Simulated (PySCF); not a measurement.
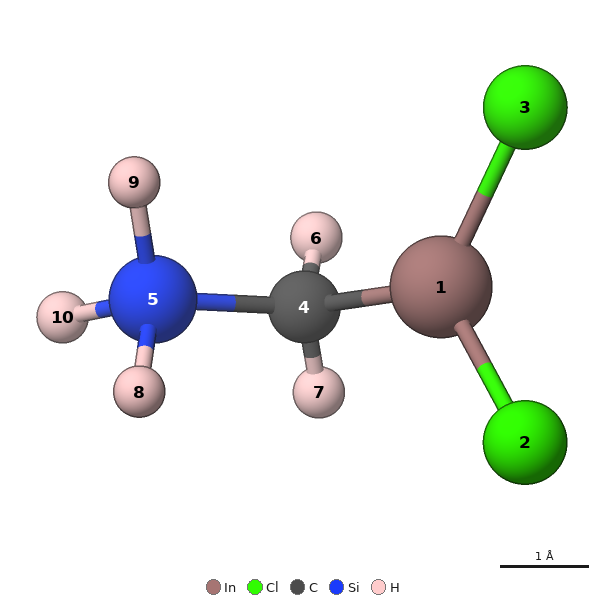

Atoms carry their numbers in the input. The geometry was computed by an optimisation with PBE0-D3(BJ)/def2-SVP. No frequency run is at hand to confirm it as a minimum.

Describe the coordination of atom 1.

In1 has 3 neighbours (Cl2 at 2.34, Cl3 at 2.34, C4 at 2.14 Å); the arrangement is trigonal planar.

How are the neighbours of atom 5 arranged?

Si5 has 4 neighbours (C4 at 1.88, H8 at 1.49, H9 at 1.49, H10 at 1.49 Å); the arrangement is tetrahedral.

Describe the coordination of atom 4.

C4 has 4 neighbours (In1 at 2.14, Si5 at 1.88, H6 at 1.10, H7 at 1.10 Å); the arrangement is tetrahedral.

What is the dihedral angle Cl2–In1–C4–Si5?

89° in size, that is about perpendicular.
